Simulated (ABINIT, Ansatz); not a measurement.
**AlH3 (R-3c): G0W0 with ABINIT, start to end**

Wanted: ground state, empty states, screening and self-energy for AlH3 (R-3c).

Main program and level: ABINIT 10.8.3; LDA and many-body steps on it, plane waves.

## (1) The starting structure

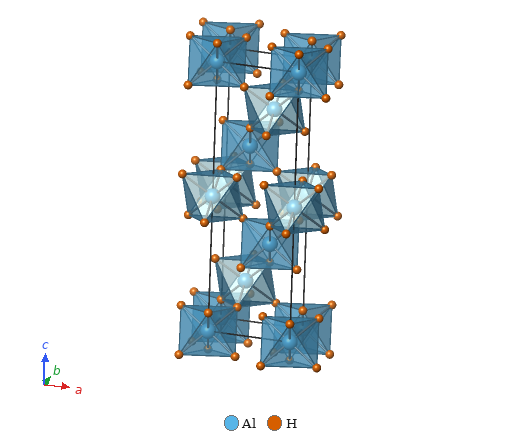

The starting structure, seen slightly off an axis (aluminium blue, hydrogen orange). This picture shows the conventional cell, with its axes. Some periodic images of atoms are drawn too.

Structure file:

```cif
data_structure
_symmetry_space_group_name_H-M 'P 1'
_symmetry_Int_Tables_number 1
_cell_length_a 4.6989
_cell_length_b 4.6989
_cell_length_c 4.6989
_cell_angle_alpha 56.516
_cell_angle_beta 56.516
_cell_angle_gamma 56.516
_cell_volume 67.45
loop_
_atom_site_label
_atom_site_type_symbol
_atom_site_fract_x
_atom_site_fract_y
_atom_site_fract_z
_atom_site_occupancy
Al1 Al 0.00000 0.00000 0.00000 1
Al2 Al 0.50000 0.50000 0.50000 1
H3 H 0.87800 0.62200 0.25000 1
H4 H 0.25000 0.87800 0.62200 1
H5 H 0.62200 0.25000 0.87800 1
H6 H 0.12200 0.37800 0.75000 1
H7 H 0.75000 0.12200 0.37800 1
H8 H 0.37800 0.75000 0.12200 1
```

The cell and positions come from the Crystallography Open Database and are kept as given unless a step says otherwise.

## (2) Ground state

This step: ABINIT 10.8.3; DFT, LDA, plane waves, norm-conserving pseudopotentials.

The ground-state density comes first.

Contents of run.abi:

```
acell 3*1.0 Angstrom
rprim 
  2.224650000012 1.284402276382 3.934566666693
  -2.224650000012 1.284402276382 3.934566666693
  -0.000000000000 -2.568804552697 3.934566666715
ntypat 2
znucl 13 1
natom 8
typat 1 1 2 2 2 2 2 2
xred 
  0.000000000000 0.000000000000 -0.000000000000
  0.500000000000 0.500000000000 0.500000000000
  0.878000000000 0.622000000000 0.250000000000
  0.250000000000 0.878000000000 0.622000000000
  0.622000000000 0.250000000000 0.878000000000
  0.122000000000 0.378000000000 0.750000000000
  0.750000000000 0.122000000000 0.378000000000
  0.378000000000 0.750000000000 0.122000000000
pp_dirpath "pseudos"
pseudos "Al.upf, H.upf"
ecut 31
ngkpt 6 6 6
nshiftk 1
shiftk 0 0 0
kptopt 1
chksymbreak 0
nband 14
occopt 1
tolvrs 1e-10
nstep 60
prtwf 0
optforces 0
optstress 0
indata_prefix "in"
outdata_prefix "out"
tmpdata_prefix "tmp"
```

The run is started by

```bash
$ OMP_NUM_THREADS=1 mpirun -n 4 abinit run.abi > log
```

Numbers of over 12 decimals in the logs are rounded to 6 here.

Output:

```text
.Version 10.8.3 of ABINIT. v10.8.2 released Aug 2026.

 Symmetries : space group R-3 c (#167); Bravais hR (rhombohedral)
================================================================================
 Values of the parameters that define the memory need of the present run
     intxc =       0    ionmov =       0      iscf =       7    lmnmax =       6
     lnmax =       6     mgfft =      48  mpssoang =       3    mqgrid =    3001
     natom =       8  nloc_mem =       1    nspden =       1   nspinor =       1
    nsppol =       1      nsym =      12    n1xccc =    2501    ntypat =       2
    occopt =       1   xclevel =       1
-    mband =          14        mffmem =           1         mkmem =           8
       mpw =        3774          nfft =      110592          nkpt =          32
================================================================================
  Rough estimation (10% accuracy) of disk space for files :
================================================================================

--------------------------------------------------------------------------------
------------- Echo of variables that govern the present computation ------------
--------------------------------------------------------------------------------
 -outvars: echo values of preprocessed input variables --------
            acell      1.8897261259E+00  1.8897261259E+00  1.8897261259E+00 Bohr

      chksymbreak           0
             ecut      3.10000000E+01 Hartree
-          fftalg         312

              ixc       -1012
              kpt      0.00000000E+00  0.00000000E+00  0.00000000E+00
                       1.66666667E-01  0.00000000E+00  0.00000000E+00
                       3.33333333E-01  0.00000000E+00  0.00000000E+00
                       5.00000000E-01  0.00000000E+00  0.00000000E+00
                       1.66666667E-01  1.66666667E-01  0.00000000E+00
                       3.33333333E-01  1.66666667E-01  0.00000000E+00
                       5.00000000E-01  1.66666667E-01  0.00000000E+00
                      -3.33333333E-01  1.66666667E-01  0.00000000E+00
                      -1.66666667E-01  1.66666667E-01  0.00000000E+00
   [... 21 further rows ...]
                      -3.33333333E-01  5.00000000E-01  3.33333333E-01
                       5.00000000E-01  5.00000000E-01  5.00000000E-01
         kptrlatt        6    0    0      0    6    0      0    0    6
          kptrlen      5.04477507E+01
P           mkmem           8
            natom           8
            nband          14
            ngfft          48      48      48
             nkpt          32
            nstep          60
             nsym          12
           ntypat           2
              occ      2.000000  2.000000  2.000000  2.000000  2.000000  2.000000
                       0.000000  0.000000  0.000000  0.000000  0.000000  0.000000
                       0.000000  0.000000
        optforces           0
        optstress           0
            prtwf           0
            rprim      2.2246500000E+00  1.2844022764E+00  3.9345666667E+00
[...]
spgroup         167

           tolvrs      1.00000000E-10

             xred      0.0000000000E+00  0.0000000000E+00  0.0000000000E+00
[...]
znucl       13.00000    1.00000

================================================================================

 chkinp: Checking input parameters for consistency.

================================================================================
== DATASET  1 ==================================================================
-   mpi_nproc: 4, omp_nthreads: 1 (-1 if OMP is not activated)

--- !DatasetInfo
iteration_state: {dtset: 1, }
dimensions: {natom: 8, nkpt: 32, mband: 14, nsppol: 1, nspinor: 1, nspden: 1, mpw: 3774, }
cutoff_energies: {ecut:  31.0, pawecutdg:  -1.0, }
electrons: {nelect:   1.20000000E+01, charge:   0.00000000E+00, occopt:   1.00000000E+00, tsmear:   1.00000000E-02, }

 Real(R)+Recip(G) space primitive vectors, cartesian coordinates (Bohr,Bohr^-1):
 R(1)=  4.2039792  2.4271685  7.4352534  G(1)=  0.1189349  0.0686671  0.0448315
 R(2)= -4.2039792  2.4271685  7.4352534  G(2)= -0.1189349  0.0686671  0.0448315
 R(3)=  0.0000000 -4.8543371  7.4352534  G(3)=  0.0000000 -0.1373342  0.0448315
 Unit cell volume ucvol=  4.5520552E+02 bohr^3
 Angles (23,13,12)=  5.65158561E+01  5.65158561E+01  5.65158561E+01 degrees

 getcut: wavevector=  0.0000  0.0000  0.0000  ngfft=  48  48  48
         ecut(hartree)=     31.000   => boxcut(ratio)=   2.15699

--- Pseudopotential description ------------------------------------------------
- Al Generated using ONCVPSP code by D. R. Hamann
- 13.00000   3.00000  180309                  znucl, zion, pspdat
12 -1012 2 -1 1854                            pspcod,pspxc,lmax,lloc,mmax
     nproj     2     2     2
  pspatm : epsatm=    0.57439143
         --- l  ekb(1:nproj) -->
[...]
pspatm: atomic psp has been read  and splines computed

- H Generated using ONCVPSP code by D. R. Hamann
-  1.00000   1.00000  180309                  znucl, zion, pspdat
12 -1012 1 -1 1180                            pspcod,pspxc,lmax,lloc,mmax
     nproj     2     1     0
  pspatm : epsatm=    0.35439867
         --- l  ekb(1:nproj) -->
[...]
1   -0.275071
 pspatm: atomic psp has been read  and splines computed

   3.93020982E+01                                ecore*ucvol(ha*bohr**3)
--------------------------------------------------------------------------------

_setup2: Arith. and geom. avg. npw (full set) are    3752.681    3752.664

================================================================================

--- !BeginCycle
iteration_state: {dtset: 1, }
solver: {iscf: 7, nstep: 60, nline: 4, wfoptalg: 0, }
tolerances: {tolvrs: 1.00E-10, }

     iter   Etot(hartree)      deltaE(h)  residm     vres2
 ETOT  1  -8.148599    -8.149E+00 3.108E-02 7.541E+01
 ETOT  2  -8.176115    -2.752E-02 6.361E-03 5.735E-01
 ETOT  3  -8.176179    -6.428E-05 1.429E-03 4.806E-02
 ETOT  4  -8.176181    -2.349E-06 6.181E-04 8.413E-04
 ETOT  5  -8.176181    -3.412E-08 7.510E-04 1.808E-06
 ETOT  6  -8.176181    -1.387E-10 3.131E-04 1.853E-08
 ETOT  7  -8.176181    -1.540E-12 2.999E-04 1.851E-10
 ETOT  8  -8.176181    -5.862E-14 1.830E-04 1.989E-12

 At SCF step    8       vres2   =  1.99E-12 < tolvrs=  1.00E-10 =>converged.

--- !ResultsGS
iteration_state: {dtset: 1, }
comment   : Summary of ground state results
lattice_vectors:
- [  4.2039792,   2.4271685,   7.4352534, ]
- [ -4.2039792,   2.4271685,   7.4352534, ]
- [ -0.0000000,  -4.8543371,   7.4352534, ]
lattice_lengths: [   8.87962,    8.87962,    8.87962, ]
lattice_angles: [ 56.516,  56.516,  56.516, ] # degrees, (23, 13, 12)
lattice_volume:   4.5520552E+02
convergence: {deltae: -5.862E-14, res2:  1.989E-12, residm:  1.830E-04, diffor:  0.000E+00, }
etotal    :  -8.17618141E+00
entropy   :   0.00000000E+00
fermie    :   3.04606407E-02
cartesian_stress_tensor: null
pressure_GPa: null
xred      :
- [  0.0000E+00,   0.0000E+00,   0.0000E+00, Al]
- [  5.0000E-01,   5.0000E-01,   5.0000E-01, Al]
- [  8.7800E-01,   6.2200E-01,   2.5000E-01,  H]
- [  2.5000E-01,   8.7800E-01,   6.2200E-01,  H]
- [  6.2200E-01,   2.5000E-01,   8.7800E-01,  H]
- [  1.2200E-01,   3.7800E-01,   7.5000E-01,  H]
- [  7.5000E-01,   1.2200E-01,   3.7800E-01,  H]
- [  3.7800E-01,   7.5000E-01,   1.2200E-01,  H]
cartesian_forces: null
force_length_stats: {min: null, max: null, mean: null, }

 Integrated electronic density in atomic spheres:
 ------------------------------------------------
 Atom  Sphere_radius  Integrated_density
[...]
================================================================================

 ----iterations are completed or convergence reached----

 Mean square residual over all n,k,spin=   15.411E-07; max=  18.301E-05
 reduced coordinates (array xred) for    8 atoms
[...]
0.250000000000      0.878000000000      0.622000000000
       0.622000000000      0.250000000000      0.878000000000
       0.122000000000      0.378000000000      0.750000000000
       0.750000000000      0.122000000000      0.378000000000
       0.378000000000      0.750000000000      0.122000000000
 rms dE/dt=  0.0000E+00; max dE/dt=  0.0000E+00; dE/dt below (all hartree)
    1       0.000000000000      0.000000000000      0.000000000000
    2       0.000000000000      0.000000000000      0.000000000000
    3       0.000000000000      0.000000000000      0.000000000000
    4       0.000000000000      0.000000000000      0.000000000000
    5       0.000000000000      0.000000000000      0.000000000000
    6       0.000000000000      0.000000000000      0.000000000000
    7       0.000000000000      0.000000000000      0.000000000000
    8       0.000000000000      0.000000000000      0.000000000000

 cartesian coordinates (angstrom) at end:
    1      0.000000     0.000000     0.000000
    2      0.000000     3.35e-11     5.901850
    3      0.569510     1.284402     6.885492
    4     -1.397080    -0.148991     6.885492
    5      0.827570    -1.135412     6.885492
    6     -0.569510    -1.284402     4.918208
    7      1.397080     0.148991     4.918208
    8     -0.827570     1.135412     4.918208
 length scales=  1.889726125908  1.889726125908  1.889726125908 bohr
              =  1.000000000000  1.000000000000  1.000000000000 angstroms
 prteigrs : about to open file out_EIG
 Fermi (or HOMO) energy (hartree) =   0.03046   Average Vxc (hartree)=  -0.32849
 Eigenvalues (hartree) for nkpt=  32  k points:
 kpt#   1, nband= 14, wtk=  0.00463, kpt=  0.0000  0.0000  0.0000 (reduced coord)
  -0.29438   -0.05951   -0.03551   -0.03551    0.02862    0.02862    0.10193    0.23711
   0.23933    0.23933    0.28007    0.28007    0.28252    0.35862
 prteigrs : prtvol=0 or 1, do not print more k-points.

--- !EnergyTerms
iteration_state     : {dtset: 1, }
comment             : Components of total free energy in Hartree
kinetic             :  5.15505001027763E+00
hartree             :  8.39423433444502E-01
xc                  : -4.30355033335424E+00
Ewald energy        : -6.95149259156557E+00
psp_core            :  8.63392388367388E-02
local_psp           : -3.22362026565775E+00
non_local_psp       :  2.21669098790718E-01
total_energy        : -8.17618140922796E+00
total_energy_eV     : -2.22485230343711E+02
band_energy         : -1.06491277860303E+00

== END DATASET(S) ==============================================================
================================================================================

 -outvars: echo values of variables after computation  --------
           etotal     -8.1761814092E+00
            nband          14
             nkpt          32
          spgroup         167
 [... the other variables as echoed above ...]

 Calculation completed.
```

The job ended after 32 s (4 MPI ranks of Intel Xeon Platinum 8259CL at 2.50GHz (Skylake/Cascade Lake), shared host; peak memory 0.39 GiB).

This step gave:

| Quantity | Value |
| --- | --- |
| total energy | -222.4852 eV |
| gap | 1.945 eV |
| k of the valence top | 0.5, 0.3333, 0 |
| k of the conduction bottom | 0, 0, 0 |
| least direct gap | 1.995 eV |

The gap is indirect, with the least direct gap 0.05 eV higher.

(Continued in part 2 of 3.)

[Paths, hosts, dates, memory and timing lines, banners, echoed tables and standing remarks are left out of the program output.]

[Logs are printed without paths, hosts, clocks, repeated set-up lines and the standing remarks that a program may print on its own settings, such as how far it seeks lower states.]

[Runs of the session that timed out or met a known fault of the program may be left out.]

[Hosts, paths, dates, database ids (printed as entryN), source tags and the programs' standing remarks are cut or masked in the printed files.]

[G0W0 gaps are taken among the corrected bands and points alone; a level outside them can change the order at an edge.]

[Where Ansatz stands beside ABINIT at settings called matched, ABINIT's density can come from a denser mesh and the files from another edition; pairs whose starting gaps differed by over 0.03 eV were left out, so agreement reads better than it is.]
